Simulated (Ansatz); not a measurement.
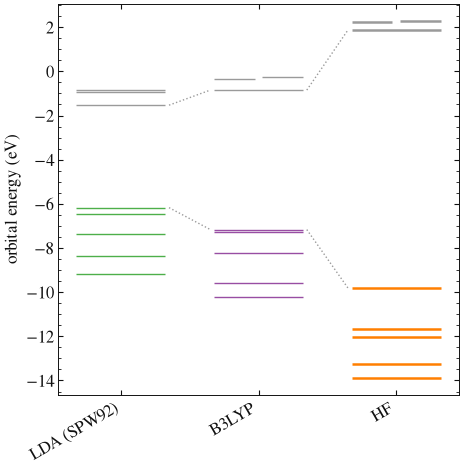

Frontier orbital energies of C₂H₆CdO, SMILES C[CH2][Cd][OH], singlet at one geometry, def2-TZVPP, the Ansatz code, at a PBE0-D4/def2-TZVP geometry (a minimum by its frequencies). Empty levels are grey, levels within 0.1 eV stand side by side; all columns show the same few orbitals around the gap. Dotted lines join the HOMOs and the LUMOs.

> Compare the HOMO-LUMO separations.

The separation grows from 4.64 eV (LDA (SPW92)) to 11.71 eV (HF).

| level | HOMO (eV) | LUMO (eV) | separation (eV) |
| --- | --- | --- | --- |
| LDA (SPW92) | −6.17 | −1.53 | 4.64 |
| B3LYP | −7.17 | −0.85 | 6.32 |
| HF | −9.82 | 1.88 | 11.71 |

Caveats, for all or some of the runs: core potentials past krypton; empty levels above zero depend strongly on the basis; one conformer of a flexible molecule.
